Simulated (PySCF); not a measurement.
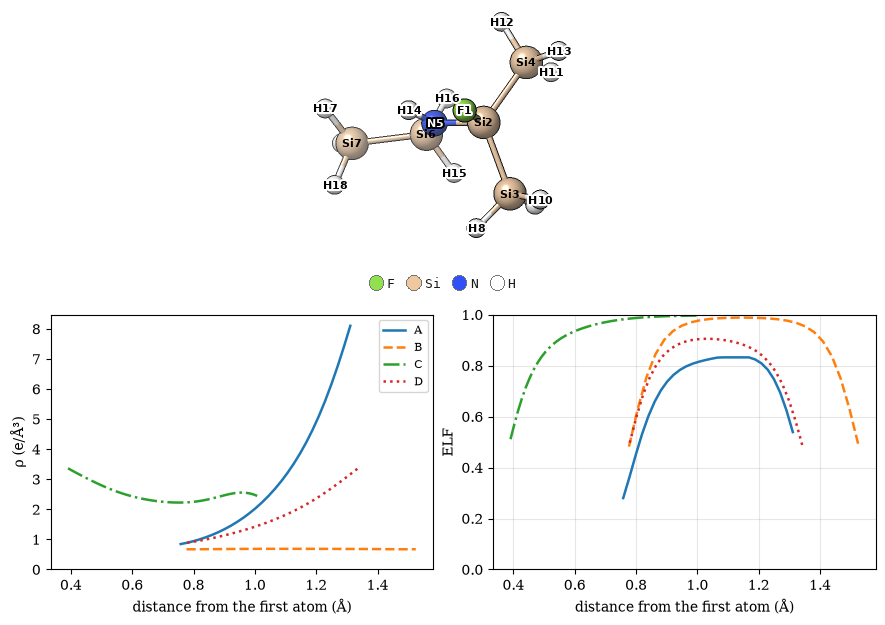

FH12NSi5 (SMILES F[Si]([SiH3])([SiH3])N[SiH2][SiH3]). Total electron density and ELF along straight lines between neighbouring atoms. The curves leave out the atomic cores. The structure is drawn too.

Geometry: GFN2-xTB.

Theory: PySCF, PBE0/pcSseg-1, SCF density, gas phase, non-relativistic.

Input file:

```
{"job": {"kind": "nmr", "xc": "PBE0", "basis": "pcSseg-1"}, "charge": 0, "multiplicity": 1}
F     -1.857273    -0.095749     2.060231
Si    -1.403976    -0.031355     0.486775
Si    -1.893188     2.111819    -0.242941
Si    -2.262202    -1.958459    -0.479369
N      0.322369    -0.158619     0.684966
Si     1.547836    -0.146170    -0.538178
Si     3.590027     0.093037     0.495368
H     -1.054730     3.177722     0.318331
H     -1.752836     2.195554    -1.702140
H     -3.280570     2.484169     0.060114
H     -2.112537    -1.912003    -1.939275
H     -1.629063    -3.209334    -0.040571
H     -3.696507    -2.117602    -0.209095
H      0.616053    -0.440614     1.606356
H      1.147761     0.950961    -1.434667
H      1.409577    -1.371534    -1.352215
H      3.779792    -0.820875     1.630194
H      3.832043     1.439016     1.026049
H      4.687623    -0.180715    -0.437396
```

Run with:

```sh
OMP_NUM_THREADS=1 python probes_run.py task.json out
```

**Which curve belongs to which contact (N–H, Si–F, Si–N and Si–Si)? The first atom named is at distance zero.**

Curve A: Si–F (1.64 Å): ρ at the midpoint is about 1 e/Å³; the ELF peaks at about 0.85 in the valence shell of F, 0.6 Å from its nucleus, and is about 0.55 at the midpoint. Curve B: Si–Si (2.30 Å): ρ at the midpoint is about 0.69 e/Å³; the ELF peaks at about 1 between the atoms; a covalent bond. Curve C: N–H (1.01 Å): the density is about 2.8 e/Å³ at the midpoint; the ELF climbs to about 1 towards the hydrogen, as it does in any bond to H: a covalent bond by its length. Curve D: Si–N (1.73 Å): the density is about 1.1 e/Å³ at the midpoint; the ELF peaks at about 0.90 between the atoms, as expected for a shared but strongly polarised pair.
